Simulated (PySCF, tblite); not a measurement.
# C₅H₅F₂O radical: geometry, infrared bands and EPR parameters

Wanted: the infrared bands and EPR parameters of C₅H₅F₂O radical (`FC(F)C1=C[CH]CO1`), by calculation.

The runs use tblite 0.8.0 and PySCF 2.14.0, with density-fitted response routines of our own; the level of theory stands in each step. All values are computed, except where a source is named. Atoms are numbered from 0 throughout.

## Step 1: The molecule as given

13 atoms, charge 0, multiplicity 2; geometry from: force field or distance geometry start.

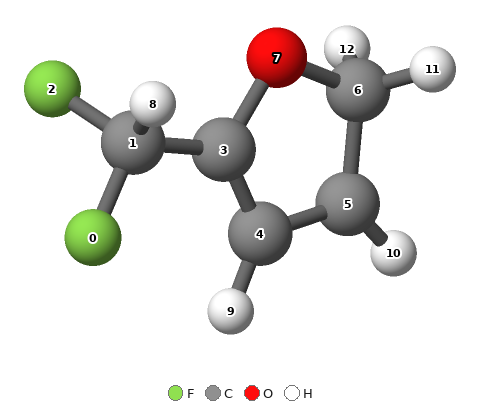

The starting geometry (fluorine green, carbon grey, oxygen red, hydrogen white), atoms numbered; sticks join atoms by distance.

## Step 2: Optimising the geometry with GFN2-xTB

What the job is given:

```
{"job": {"kind": "relax", "xc": "GFN2-xTB", "basis": "xTB"}, "charge": 0, "multiplicity": 2}
F      2.745400    -0.632200    -0.261900
C      1.942700     0.150800     0.523900
F      2.146300    -0.305900     1.807200
C      0.508700     0.065500     0.129500
C     -0.030600    -0.737100    -0.779500
C     -1.429700    -0.470000    -0.825600
C     -1.680400     0.580900     0.197800
O     -0.392300     0.917300     0.785600
H      2.317600     1.172000     0.472600
H      0.486100    -1.460000    -1.391900
H     -2.159000    -0.969500    -1.437000
H     -2.114400     1.476500    -0.243000
H     -2.344800     0.212200     1.004700
```

The run is started by

```console
> OMP_NUM_THREADS=1 python probes_run.py task.json out
```

This one command runs all jobs of the session in turn.

**Question.** This job is followed by: GFN2-xTB harmonic vibrations, gas phase; UKS B3LYP, pcH-1 on C F H O, non-relativistic, mean-field spin-orbit, GIAO. What will the session give for the following? strongest single infrared mode (GFN2-xTB); zero-point energy (GFN2-xTB); g(iso) (B3LYP); ⟨S²⟩; largest a(iso) (averaged by class); potential on the surface of density 0.002 e/bohr³, 1st and 99th percentile.

As calculated:

| quantity | value |
| --- | --- |
| strongest single infrared mode (GFN2-xTB) | 957 cm⁻¹, 212 km/mol |
| zero-point energy (GFN2-xTB) | 55.7 kcal/mol |
| g(iso) (B3LYP) | 2.00310 |
| ⟨S²⟩ | 0.771 (exact 0.75) |
| largest a(iso) (averaged by class) | 19F on F0, F2, 126.3 MHz |
| potential on the surface of density 0.002 e/bohr³, 1st and 99th percentile | -0.95 V and 1.20 V |

What this shows: Relaxing lowered the energy by 0.261 eV in 65 steps; the close pair that moved most is C3–C4, from 1.327 to 1.389 Å. No mode is imaginary among the 33: a minimum at this level. The strongest single mode, at 957 cm⁻¹, moves mainly C1. Unscaled tight-binding wavenumbers are off by several per cent, some by more. Its intensities can rank the bands wrongly. The largest spin populations lie on C5 (0.53 e), C3 (0.52 e). The isotropic g lies 0.8 ppt above the free-electron value.
